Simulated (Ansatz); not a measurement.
B (space group R-3m)

```
CELL_PARAMETERS angstrom
      2.43813     1.40765     4.16642
     -2.43813     1.40765     4.16642
      0.00000    -2.81531     4.16642
ATOMIC_POSITIONS crystal
  B  0.01061 0.65384 0.01061
  B  0.98939 0.34616 0.98939
  B  0.01061 0.01061 0.65384
  B  0.98939 0.98939 0.34616
  B  0.65384 0.01061 0.01061
  B  0.34616 0.98939 0.98939
  B  0.22159 0.62980 0.22159
  B  0.77841 0.37020 0.77841
  B  0.22159 0.22159 0.62980
  B  0.77841 0.77841 0.37020
  B  0.62980 0.22159 0.22159
  B  0.37020 0.77841 0.77841
```

The volume is varied about the relaxed value V₀ at fixed cell shape. The atoms relax within the cell's symmetry.

Calculation: PBEsol (plane waves to 420 eV, PAW, scalar-relativistic; Ansatz, a first-principles code). k mesh 7×7×7 (Γ-centred), Fermi-Dirac smearing 0.05 eV. The energy includes the smearing's −TS. With the shape held, the modulus is that of even scaling; a crystal free to change shape is softer. B was relaxed with its symmetry unable to fall. The zero of ΔE is the relaxed starting cell.

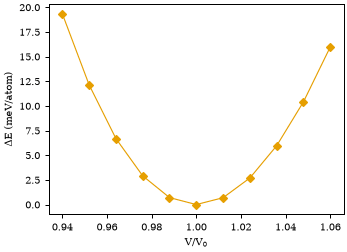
Figure. ΔE (meV/atom) against V/V₀; markers are the computed points, lines only join them.

Question: What is ΔE at V/V₀ = 0.940?

Answer: About 19 meV/atom.

Question: What bulk modulus at fixed cell shape B₀ follows from a third-order Birch-Murnaghan fit?

Answer: About 220 GPa.

Question: What is ΔE at V/V₀ = 1.060?

Answer: About 16 meV/atom.

(A scan under strain: stresses follow from slopes of the energy per volume, elastic moduli from its curvatures.)
